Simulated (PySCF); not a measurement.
# [AlH3]− (SMILES [AlH3-]): UPBE/SBKJC (core potential)

Aim: the energy change on altering one bond length of [AlH3]− at UPBE/SBKJC (core potential), from 2 runs. Input form: a Python script.

The calculation is run with PySCF 2.14.0.

8 further runs of the same task are left out: 8 set aside as unsound or not needed.

## (1) The structure to begin with

The species is [AlH3]− (4 atoms), meant as a doublet with charge -1. As SMILES, `[AlH3-]`. Geometry: a GFN2-xTB relaxation, a rough one for these elements and not checked as a minimum.

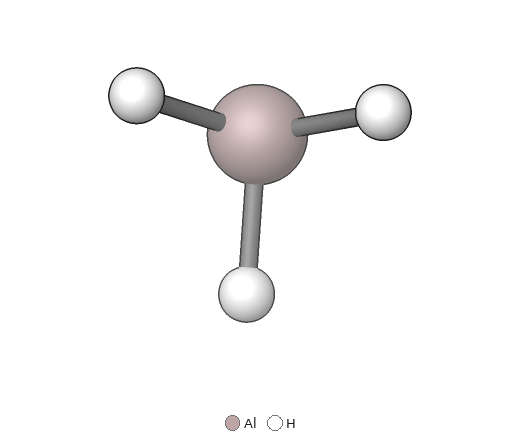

The structure, seen from a chosen angle (aluminium light grey, hydrogen white).

## (2) A single-point energy at UPBE/SBKJC (core potential)

Contents of mol.xyz:

```xyz
4

Al    -0.161060     0.455350    -0.307260
H      0.471920     0.754070     1.224440
H     -1.350110    -0.683860     0.050500
H      1.039250    -0.525560    -0.967690
```

Contents of job.py:

```python
from pyscf import gto, dft

mol = gto.M(
    atom='mol.xyz',
    verbose=3,
    charge=-1,
    max_memory=1860,
    ecp={'Al': 'sbkjc'},
    basis='sbkjc',
    spin=1,
)

mf = dft.UKS(mol, xc='pbe')
mf.grids.level = 5
mf.conv_tol = 1e-10
mf.kernel()
if not mf.converged:
    mf = mf.newton().run(mf.mo_coeff, mf.mo_occ)

etot = mf.e_tot
print('Final energy', etot)
```

Launch:

```sh
OMP_NUM_THREADS=1 python job.py
```

The log of the run:

```text
WARN: HOMO -0.0995731983516759 >= LUMO -0.0995731983516762

converged SCF energy = -3.7349048961272  <S^2> = 0.75172241  2S+1 = 2.0017217
Final energy -3.734904896127202
```

Wall time 2.1 s (1 thread of Arm Neoverse V1, shared host); peak memory 0.17 GiB.

## (3) The distorted shape

Contents of job.py:

```python
from pyscf import gto, dft

system = gto.M(
    atom=[
    ('Al', (0.433478, 1.024968, -0.486144)),
    ('H', (1.066458, 1.323688, 1.045556)),
    ('H', (-1.350110, -0.683860, 0.050500)),
    ('H', (1.633788, 0.044058, -1.146574)),
],
    spin=1,
    charge=-1,
    basis='sbkjc',
    ecp={'Al': 'sbkjc'},
    max_memory=1860,
    verbose=4,
)

calc0 = dft.UKS(system)
calc0.xc = 'pbe'
calc0.conv_tol = 1e-10
calc0.grids.level = 5
calc0.kernel()
if not calc0.converged:
    calc0 = calc0.newton().run(calc0.mo_coeff, calc0.mo_occ)

etot = calc0.e_tot
print('E = %.10f Eh' % etot)
```

Launch:

```sh
OMP_NUM_THREADS=1 python job.py
```

The log of the run:

```text
PySCF version 2.14.0

[INPUT] num. atoms = 4
[INPUT] num. electrons = 7
[INPUT] charge = -1
[INPUT] spin (= nelec alpha-beta = 2S) = 1
[INPUT] symmetry False subgroup None
[INPUT] Mole.unit = angstrom
[INPUT] Symbol           X                Y                Z      unit          X                Y                Z       unit  Magmom
[INPUT]  1 Al     0.433478000000   1.024968000000  -0.486144000000 AA    0.819154701024   1.936908806443  -0.918679017101 Bohr   0.0
[INPUT]  2 H      1.066458000000   1.323688000000   1.045556000000 AA    2.015313543351   2.501407794373   1.975814487896 Bohr   0.0
[INPUT]  3 H     -1.350110000000  -0.683860000000   0.050500000000 AA   -2.551338138037  -1.292308107545   0.095431169291 Bohr   0.0
[INPUT]  4 H      1.633788000000   0.044058000000  -1.146574000000 AA    3.087411865601   0.083257553596  -2.166710841547 Bohr   0.0

nuclear repulsion = 3.0374859048526
number of shells = 10
number of NR pGTOs = 25
number of NR cGTOs = 14
basis = sbkjc
ecp = {'Al': 'sbkjc'}

******** <class 'pyscf.dft.uks.UKS'> ********
method = UKS
initial guess = minao
damping factor = 0
level_shift factor = 0
DIIS = <class 'pyscf.scf.diis.CDIIS'>
diis_start_cycle = 1
diis_space = 8
diis_damp = 0
SCF conv_tol = 1e-10
SCF conv_tol_grad = None
SCF max_cycles = 50
direct_scf = True
direct_scf_tol = 1e-13
number electrons alpha = 4  beta = 3
XC library pyscf.dft.libxc version 7.0.0
    S. Lehtola, C. Steigemann, M. J.T. Oliveira, and M. A.L. Marques.,  SoftwareX 7, 1–5 (2018)
XC functionals = pbe
    J. P. Perdew, K. Burke, and M. Ernzerhof.,  Phys. Rev. Lett. 77, 3865 (1996)
    J. P. Perdew, K. Burke, and M. Ernzerhof.,  Phys. Rev. Lett. 78, 1396 (1997)
    J. P. Perdew, K. Burke, and M. Ernzerhof.,  Phys. Rev. Lett. 77, 3865 (1996)
    J. P. Perdew, K. Burke, and M. Ernzerhof.,  Phys. Rev. Lett. 78, 1396 (1997)
radial grids:
    Treutler-Ahlrichs [JCP 102, 346 (1995); DOI:10.1063/1.469408] (M4) radial grids

becke partition: Becke, JCP 88, 2547 (1988); DOI:10.1063/1.454033
pruning grids: <function nwchem_prune>
grids dens level: 5
symmetrized grids: False
atomic radii adjust function: <function treutler_atomic_radii_adjust>
small_rho_cutoff = 0
Set gradient conv threshold to 1e-05
tot grids = 113672
init E= -3.23256020068906
[... the frontier-level lines of each cycle are left out ...]

cycle= 1 E= -3.6496357148328  delta_E= -0.417  |g|= 0.174  |ddm|= 1.35
cycle= 2 E= -3.48630373223096  delta_E= 0.163  |g|= 0.282  |ddm|= 0.916
cycle= 3 E= -3.68224438138757  delta_E= -0.196  |g|= 0.0785  |ddm|= 0.79
cycle= 4 E= -3.69286921877247  delta_E= -0.0106  |g|= 0.0174  |ddm|= 0.188
cycle= 5 E= -3.69326693604309  delta_E= -0.000398  |g|= 0.00582  |ddm|= 0.0513
cycle= 6 E= -3.69332432121998  delta_E= -5.74e-05  |g|= 0.000516  |ddm|= 0.0139
cycle= 7 E= -3.69332473810117  delta_E= -4.17e-07  |g|= 0.000173  |ddm|= 0.00129
cycle= 8 E= -3.69332480135237  delta_E= -6.33e-08  |g|= 4.82e-05  |ddm|= 0.000461
cycle= 9 E= -3.69332480740434  delta_E= -6.05e-09  |g|= 1.87e-05  |ddm|= 0.000152
cycle= 10 E= -3.69332480846738  delta_E= -1.06e-09  |g|= 9.52e-06  |ddm|= 7.09e-05
cycle= 11 E= -3.6933248087801  delta_E= -3.13e-10  |g|= 2.31e-06  |ddm|= 4.63e-05
cycle= 12 E= -3.69332480880646  delta_E= -2.64e-11  |g|= 3.35e-07  |ddm|= 1.75e-05
Extra cycle  E= -3.69332480880676  delta_E= -3.01e-13  |g|= 1.75e-07  |ddm|= 1.36e-06
converged SCF energy = -3.69332480880676  <S^2> = 0.75130337  2S+1 = 2.0013029
E = -3.6933248088 Eh
```

Wall time 2.5 s (1 thread of Arm Neoverse V1, shared host); peak memory 0.17 GiB.

## (4) What came out

At UPBE/SBKJC (core potential):

| quantity | value |
| --- | --- |
| first shape: total energy | -3.73490 Eh |
| first shape: HOMO energy (highest over α and β) | 1.34 eV |
| first shape: LUMO energy (lowest over α and β) | 2.79 eV |
| first shape: ⟨S²⟩ | 0.752 |
| distorted shape: total energy | -3.69332 Eh |
| distorted shape: HOMO energy (highest over α and β) | 0.90 eV |
| distorted shape: LUMO energy (lowest over α and β) | 2.21 eV |
| distorted shape: ⟨S²⟩ | 0.751 |
| energy change with the Al1–H3 bond stretched from 1.685 to 2.528 Å | 1.131 eV |

What this shows: With the Al1–H3 bond stretched from 1.685 to 2.528 Å the energy rises by 1.13 eV (26 kcal/mol). The first shape isn't relaxed at this level, so the change isn't measured from a minimum. The HOMO (first shape) lies at positive energy, 1.34 eV, as semi-local functionals often give for anions; only total energies tell whether the electron is bound. The HOMO (distorted shape) lies at positive energy, 0.90 eV, as semi-local functionals often give for anions; only total energies tell whether the electron is bound.
